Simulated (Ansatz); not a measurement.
Cl: several calculations on one system

Part 1: Relaxation

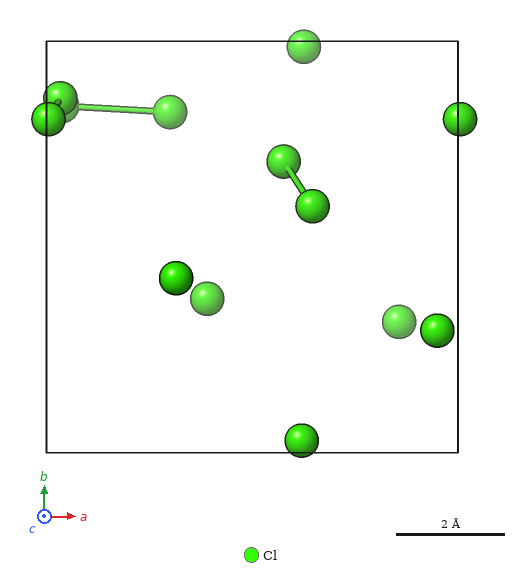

Starting structure of an amorphous cell of composition Cl. The picture is a ball-and-stick view of the cell of the calculation, seen along the c axis.

The cell holds 6 Cl2. The run prepares the start of a later molecular dynamics calculation, from a guessed geometry.

Method: DFT PBE-D3(BJ), scalar-relativistic, plane waves, PAW (Ansatz).

Input file:
```yaml
crystal:
  lattice:
    - [7.663094, 0.0, 0.0]
    - [0.0, 7.663094, 0.0]
    - [0.0, 0.0, 7.663094]
  atoms:
    - { symbol: Cl, position: [0.3906445, 0.3746072, 0.1946284] }
    - { symbol: Cl, position: [0.3150484, 0.4245752, -0.0522239] }
    - { symbol: Cl, position: [0.6466886, 0.5994553, 0.6760002] }
    - { symbol: Cl, position: [0.5764351, 0.7080113, 0.4470294] }
    - { symbol: Cl, position: [0.8570786, 0.3184668, 1.0311135] }
    - { symbol: Cl, position: [0.9498563, 0.2972134, 0.7859846] }
    - { symbol: Cl, position: [0.0050404, 0.811166, 0.696758] }
    - { symbol: Cl, position: [0.0338264, 0.8617456, 0.4403196] }
    - { symbol: Cl, position: [0.6255675, -0.0130789, 1.0214387] }
    - { symbol: Cl, position: [0.6203261, 0.029871, 0.7620636] }
    - { symbol: Cl, position: [0.0378815, 0.8431055, 0.0511416] }
    - { symbol: Cl, position: [0.3004206, 0.8282457, 0.0513279] }
basis:
  ecutwfc: 420.0
kpoints:
  mp_grid: { grid: [1, 1, 1] }
hamiltonian:
  xc: pbe
  dispersion: d3bj
scf:
  occupations: { method: fermi_dirac, width: 0.02 }
  lower_state_search: "off"
relax:
  f_tol: 0.3
  max_steps: 15
  adjacent_minimum: "off"
output:
  write_density: true
  write_potential: true
  elf: true
  volumetric_format: npy
```

Launched with:
```bash
ansatz run input.yaml --threads 1 --pin off --max-ram 3072MiB --backend cpu --events-out ev --progress --plain --runs-dir out
```

### Predict the outcome.

After 6 geometry steps the energy has fallen by 1.363 eV per cell of the calculation. The largest force component goes from 1.4 to 0.16 eV/Å. Cl9 moves most: 0.93 Å along [1 −3 1]. The lattice vectors keep their values. Near-neighbour distances that change, for instance: Cl9–Cl11 3.354 → 2.835 Å, Cl11–Cl12 2.015 → 2.166 Å, Cl7–Cl8 2.015 → 2.155 Å, Cl1–Cl2 2.015 → 2.006 Å. Cost: 18 s on 1 thread of Arm Neoverse V1, with other jobs on the host, peak memory 0.41 GiB.

Step by step:

```tsv
step	E − E(0), meV/atom	largest force component, eV/Å
0	0.00	1.3927
1	-49.00	0.6597
2	-72.60	0.5435
3	-88.16	0.3848
4	-100.17	0.2789
5	-108.88	0.2137
6	-113.61	0.1589
```

Final geometry:

```xyz
12
Lattice="7.6631 0.0000 0.0000 0.0000 7.6631 0.0000 0.0000 0.0000 7.6631" Properties=species:S:1:pos:R:3 pbc="T T T"
Cl    3.3435    2.4484    1.7132
Cl    2.7419    2.8423    7.5041
Cl    4.3489    4.4728    4.8311
Cl    3.8056    5.6749    3.3088
Cl    6.5215    2.9838    7.5811
Cl    7.3894    2.6840    5.7973
Cl    0.2507    6.5905    5.2943
Cl    0.1478    6.6340    3.1417
Cl    5.0423    6.6905    0.3882
Cl    4.8850    0.0370    6.3102
Cl    0.2135    6.6246    0.3898
Cl    2.3750    6.5979    0.5279
```

The end point in the same view:

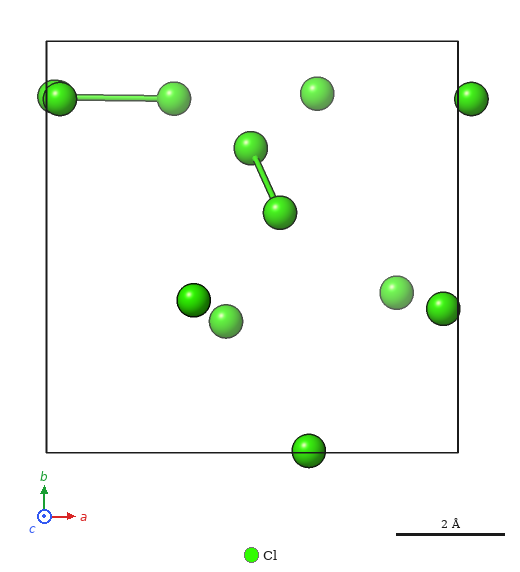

Limits of the set-up: the periodic images lie only 7.7 Å apart, so the values are limited by the cell's size.

Part 2: Dynamics

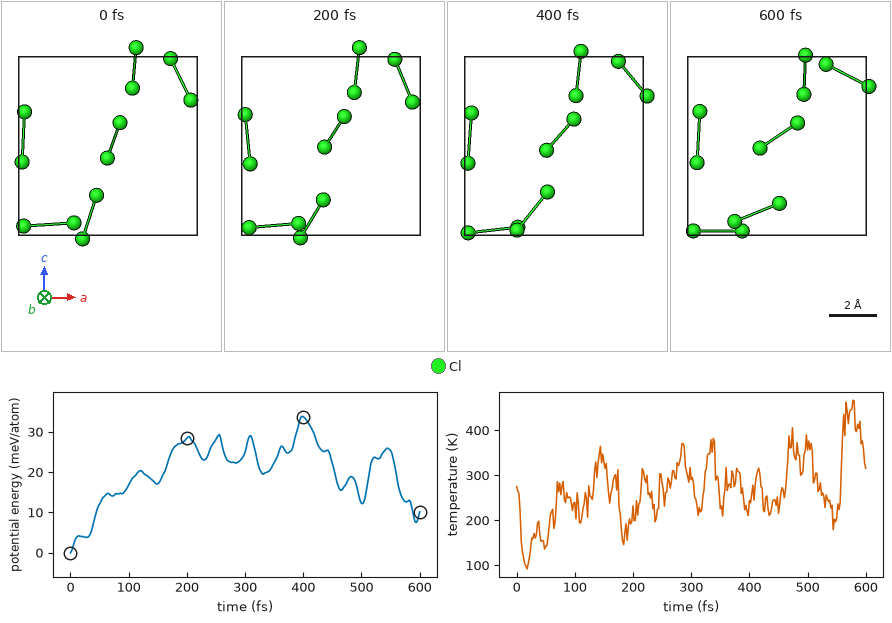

First-principles dynamics of a periodic cell with 6 Cl2 at 1.57 g/cm³, 600 fs long. Frames and the history of the run. A ball-and-stick model of the simulation cell, seen along the b axis.

These are results of DFT PBE-D3(BJ), scalar-relativistic, plane waves, PAW in Ansatz 0.2.0, not measurements. Settings: plane-wave cutoff 420 eV; k-point mesh 1 × 1 × 1; Fermi-Dirac smearing 0.02 eV; Langevin thermostat (NVT); set temperature 300 K; time step 2 fs; friction 0.02 per fs.

**What do the frames and curves show?**

The mean temperature in the second half is 298 K (standard deviation 67 K). The potential energy is still drifting at the end, so the run hasn't reached equilibrium. The potential energy in the second half lies on average 21.9 meV per atom above the first frame. Root-mean-square distances from the starting positions over the second half, with the common drift of all atoms taken out: Cl 0.46 Å. The heavy atoms stay within a fraction of a molecule's size of their starting places; so short a run doesn't tell a liquid from a solid.

Limits of the set-up: the periodic images lie only 7.7 Å apart, so the values are limited by the cell's size.

Cost: 9.8 min on 1 thread of Arm Neoverse V1 (shared host), peak memory 0.43 GiB.

Part 3: Dynamics

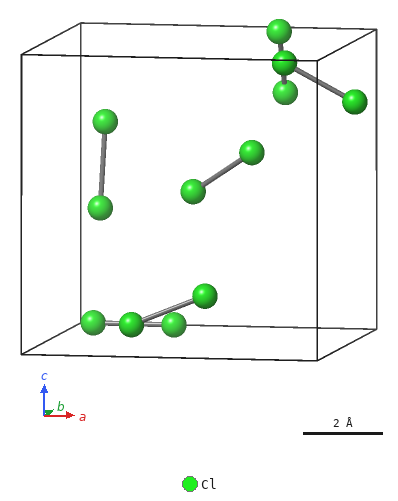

Starting frame of a dynamics run of a periodic cell with 6 Cl2 at 1.57 g/cm³. It starts from the last geometry of an earlier run, with fresh velocities. The picture is a ball-and-stick view of the simulation cell, seen slightly off an axis.

Level of theory: Ansatz, DFT PBE-D3(BJ), scalar-relativistic, plane waves, PAW.

The input:
```yaml
crystal:
  lattice:
    - [7.663094, 0.0, 0.0]
    - [0.0, 7.663094, 0.0]
    - [0.0, 0.0, 7.663094]
  atoms:
    - { symbol: Cl, position: [0.54396598, 0.35746877, 0.16399338] }
    - { symbol: Cl, position: [0.2934365, 0.36705981, 0.0625664] }
    - { symbol: Cl, position: [0.6456992, 0.64164312, 0.61490763] }
    - { symbol: Cl, position: [0.4352014, 0.70085474, 0.47387735] }
    - { symbol: Cl, position: [0.80552006, 0.39475695, 0.94300475] }
    - { symbol: Cl, position: [1.04518197, 0.38579333, 0.81912914] }
    - { symbol: Cl, position: [0.0978105, 0.90166387, 0.67903724] }
    - { symbol: Cl, position: [0.08253504, 0.89335251, 0.3921507] }
    - { symbol: Cl, position: [0.68998182, -0.11985606, 0.99425139] }
    - { symbol: Cl, position: [0.68062606, 0.03162365, 0.77487533] }
    - { symbol: Cl, position: [0.06157901, 0.87993479, 0.00987261] }
    - { symbol: Cl, position: [0.33562358, 0.87354329, 0.00953732] }
basis:
  ecutwfc: 420.0
kpoints:
  mp_grid: { grid: [1, 1, 1] }
hamiltonian:
  xc: pbe
  dispersion: d3bj
scf:
  occupations: { method: fermi_dirac, width: 0.02 }
  lower_state_search: "off"
md:
  timestep: 3.0
  n_steps: 400
  ensemble: nve
  temperature: 300.0
  initial_velocities: maxwell_boltzmann
  seed: 645787
```

Launched with:
```bash
ansatz run input.yaml --threads 1 --pin off --max-ram 3072MiB --backend cpu --events-out ev --progress --plain --runs-dir out
```

### What does the trajectory do?

Over the second half the temperature averages 402 K (spread ±107 K). The potential energy in the second half lies on average 12.1 meV per atom below the first frame. In the second half of the run the atoms are, in the root-mean-square, this far from where they began (common drift taken out): Cl 0.96 Å. The molecules turn and drift from their places.

Along the run (each row but the first and the last is the mean over the interval that it begins):

```csv
time (fs),potential energy (meV/atom),T (K)
0.0,0.0,300
198.0,-4.1,335
396.0,-6.5,355
594.0,-7.4,362
792.0,-5.5,347
990.0,-21.4,481
1188.0,-36.7,610
```

The paths of the atoms:

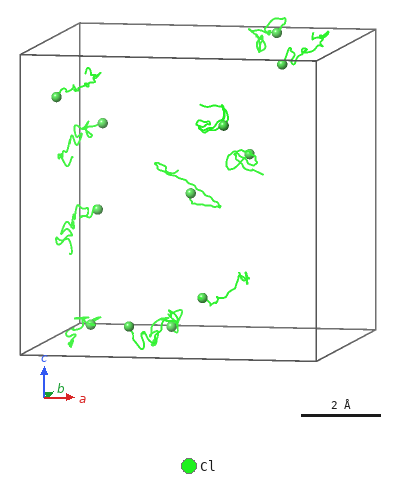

Limits of the set-up: the periodic images lie only 7.7 Å apart, so the values are limited by the cell's size.

The run took 11 min on 1 thread of Arm Neoverse V1 (shared host), peak memory 0.44 GiB.
